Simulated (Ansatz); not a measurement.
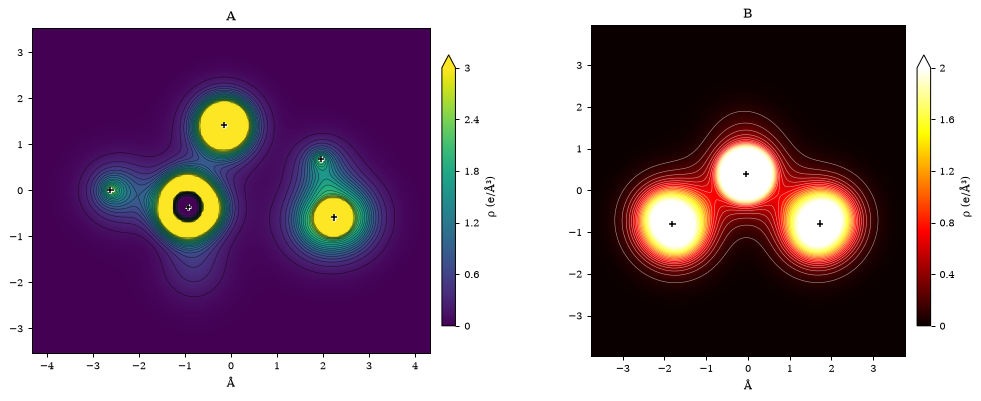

The electron density of 2 systems, each on a plane through atoms (crosses mark nuclei in the plane).

Computed with RKS B3LYP-D4/def2-SVP in Ansatz.

System 1: ClFH$_{6}$W, the plane of atoms Cl2, W1 and H7. Core potentials replace the inner electrons of W.

```xyz
9

W     0.2103    0.2210   -0.3831
Cl    0.2677    0.2921    2.7945
H     1.3229   -0.7243    0.4187
H    -0.7481    1.3307    0.4074
H    -1.4094   -0.1999   -0.0843
H    -0.1861   -1.4097   -0.1113
H     0.3514    0.3554   -2.0944
F     1.5103    1.5258    0.2240
H     1.1353    1.1658    2.3824
```

System 2: Cl$_{2}$FGeHO, the plane of atoms Cl5, Ge1 and Cl6. 

```xyz
6

Ge   -0.0318   -0.0300   -0.0843
F     0.0227   -0.0636    1.6438
O     1.6007   -0.0193   -0.7182
H     2.0824   -0.8420   -0.5447
Cl   -0.9795    1.7689   -0.7035
Cl   -1.1310   -1.7661   -0.6873
```

Match each panel to its system.

Answer. Panel A is system 1, ClFH$_{6}$W: the plane holds W, Cl, H and F. W–F (1.94 Å): ρ at the midpoint is about 0.87 e/Å³. Panel B is system 2, Cl$_{2}$FGeHO: the plane holds Ge and Cl. Ge–Cl (2.13 Å): the density is about 0.77 e/Å³ at the midpoint.
